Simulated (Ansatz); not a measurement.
# CH7AlSi (SMILES [CH3][AlH][SiH3]) at B3LYP/6-31G(d) (spherical functions)

Aim: the vertical singlet–triplet gap of CH7AlSi at B3LYP/6-31G* (spherical functions), from 2 runs. 

The calculation is run with Ansatz 0.2.0.

68 further runs of the same task are left out: 68 set aside as unsound or not needed.

### Step 1. The system as given

CH7AlSi: 10 atoms, total charge 0, spin state singlet. SMILES: `[CH3][AlH][SiH3]`. Geometry: relaxed at PBE0-D4/def2-TZVP.

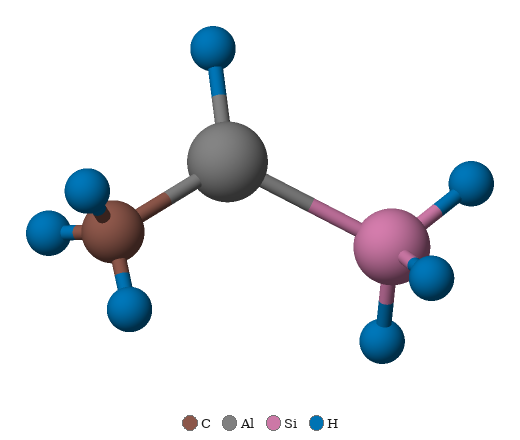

Viewed from a chosen angle; carbon brown, aluminium grey, silicon pink, hydrogen blue.

### Step 2. The energy at B3LYP/6-31G(d) (spherical functions)

File in.yaml:

```yaml
crystal:
  periodic: [false, false, false]
  atoms:
    - {symbol: C, position_ang: [-1.428400, 0.967200, -0.792400]}
    - {symbol: Al, position_ang: [0.409100, 0.309500, -0.720900]}
    - {symbol: Si, position_ang: [1.161700, -1.107300, 1.145400]}
    - {symbol: H, position_ang: [-1.909200, 0.659300, -1.727500]}
    - {symbol: H, position_ang: [-2.050600, 0.624100, 0.036600]}
    - {symbol: H, position_ang: [-1.438000, 2.063000, -0.790400]}
    - {symbol: H, position_ang: [1.416900, 0.709200, -1.887700]}
    - {symbol: H, position_ang: [0.334900, -2.347600, 1.241000]}
    - {symbol: H, position_ang: [1.000200, -0.395000, 2.448500]}
    - {symbol: H, position_ang: [2.586600, -1.533600, 1.050400]}
basis:
  gaussian:
    orbitals: 6-31G_st_-spherical.json
output:
  orbitals: {seedname: orbitals}
total_charge: 0
accuracy: high
hamiltonian:
  xc: {name: B3LYP}
```

The basis set 6-31G* is read from a file made from the Basis Set Exchange's data (not shown).

Run with:

```console
ansatz run in.yaml --threads 1 --pin off --max-ram 3480MiB --events-out events.jsonl --progress --plain --runs-dir runs
```

Standard output:

```text
Warning: RAYON_NUM_THREADS=1 ignored (pool sized by the plan → 1); use --threads N
Functional definition: B3LYP
  name "B3LYP"
  parameter a0 = 0.2
  parameter ax = 0.72
  parameter ac = 0.81
  exchange = (1 - a0 - ax)*slater_x + ax*b88_x + a0*exact_x
  correlation = (1 - ac)*vwn_rpa_c + ac*lyp_c
1484 factors; integrals over basis functions are off by at most 3.9e-9 eV
mean field evaluation 1: about -15620.2164 eV, gradient 4.6e1 eV
mean field evaluation 2: about -15616.9686 eV, gradient 5.4e1 eV
mean field evaluation 4: about -15625.4658 eV, gradient 1.1e0 eV
mean field evaluation 8: about -15625.6119 eV, gradient 3.6e-2 eV
mean field evaluation 16: about -15625.6119 eV, gradient 5.5e-6 eV
mean field -15625.61188399 eV, -574.2306453165 hartree, gradient 4.0e-8 eV, S^2 0.000000; 0 other end points of the search recorded, 0 dependent functions left out
reference -15625.61193090 eV, -574.2306470404 hartree; 20, 20 occupied and 44, 44 virtual orbitals, 1484 factors
Total energy: -15625.61193090 eV, -574.2306470404 hartree
```

Wall time 6.6 s (1 thread of Arm Neoverse V1, shared host); peak memory 0.2 GiB.

### Step 3. The triplet at the same level

File input.yaml:

```yaml
crystal:
  periodic: [false, false, false]
  atoms:
    - {symbol: C, position_ang: [-1.428400, 0.967200, -0.792400]}
    - {symbol: Al, position_ang: [0.409100, 0.309500, -0.720900]}
    - {symbol: Si, position_ang: [1.161700, -1.107300, 1.145400]}
    - {symbol: H, position_ang: [-1.909200, 0.659300, -1.727500]}
    - {symbol: H, position_ang: [-2.050600, 0.624100, 0.036600]}
    - {symbol: H, position_ang: [-1.438000, 2.063000, -0.790400]}
    - {symbol: H, position_ang: [1.416900, 0.709200, -1.887700]}
    - {symbol: H, position_ang: [0.334900, -2.347600, 1.241000]}
    - {symbol: H, position_ang: [1.000200, -0.395000, 2.448500]}
    - {symbol: H, position_ang: [2.586600, -1.533600, 1.050400]}
basis:
  gaussian: {orbitals: 6-31G_st_-spherical.json}
magnetization: {spin_polarized: true, initial_magnetization: 2}
hamiltonian: {xc: {name: B3LYP}}
accuracy: high
output: {orbitals: {seedname: orbitals}}
```

The basis set 6-31G* is read from a file made from the Basis Set Exchange's data (not shown).

Run with:

```console
ansatz run input.yaml --threads 1 --pin off --max-ram 3480MiB --events-out events.jsonl --progress --plain --runs-dir runs
```

Standard output, cut to the lines that bear on the results:

```text
Warning: RAYON_NUM_THREADS=1 ignored (pool sized by the plan → 1); use --threads N
[... 7 set-up lines as earlier in the session ...]
1483 factors; integrals over basis functions are off by at most 3.9e-9 eV
mean field evaluation 1: about -15616.3462 eV, gradient 3.2e1 eV
mean field evaluation 2: about -15604.7511 eV, gradient 4.8e1 eV
mean field evaluation 4: about -15621.5762 eV, gradient 2.1e0 eV
mean field evaluation 8: about -15621.7835 eV, gradient 2.3e-1 eV
mean field evaluation 16: about -15621.7850 eV, gradient 1.3e-3 eV
mean field evaluation 32: about -15620.8488 eV, gradient 5.8e0 eV
mean field -15621.78497789 eV, -574.0900091112 hartree, gradient 7.4e-8 eV, S^2 2.002173; 3 other end points of the search recorded, 0 dependent functions left out
reference -15621.78502544 eV, -574.0900108588 hartree; 21, 19 occupied and 43, 45 virtual orbitals, 1483 factors
Total energy: -15621.78502544 eV, -574.0900108588 hartree
```

It took 14 s on 1 thread of Arm Neoverse V1, shared host; peak memory 0.3 GiB.

### Step 4. What came out

At B3LYP/6-31G* (spherical functions):

```
                                        quantity          value
                           singlet: total energy  -574.23065 Eh
                            singlet: HOMO energy       -7.03 eV
                            singlet: LUMO energy       -1.78 eV
                          singlet: HOMO–LUMO gap        5.25 eV
                           triplet: total energy  -574.09001 Eh
     triplet: HOMO energy (highest over α and β)       -3.43 eV
                                   triplet: ⟨S²⟩          2.002
vertical energy of the triplet above the singlet       3.827 eV
```

In words: At this shape the triplet lies 3.83 eV (369 kJ/mol) above the singlet.
